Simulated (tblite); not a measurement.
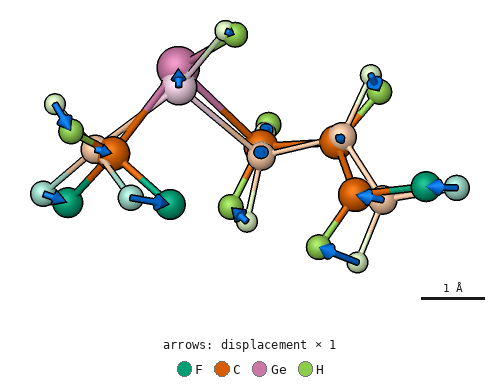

A relaxation of C$_{4}$H$_{6}$F$_{3}$Ge (multiplicity 2). The starting structure is drawn faded, the final one solid; blue arrows show the displacements, at their true length. The two geometries are superimposed by the best rigid fit.

A ball-and-stick model, seen from a free direction.

All numbers below come from GFN2-xTB geometry optimisation, gas phase in tblite. 

Describe the change and its energy.

An H atom moves most after the best rigid fit: 0.88 Å. By element the largest moves are H 0.88 Å, F 0.73 Å, C 0.53 Å, Ge 0.34 Å. Some distances before and after: C–Ge 1.933 → 2.104 Å, C–Ge 1.927 → 2.080 Å, C–H 1.133 → 1.085 Å, C–C 1.480 → 1.452 Å. Among the angles between lasting bonds that change: C–Ge–C 113.5° → 100.7°, Ge–C–H 116.8° → 104.3°, C–Ge–H 108.1° → 96.1°. Over 100 geometry steps the energy falls by 0.775 eV.
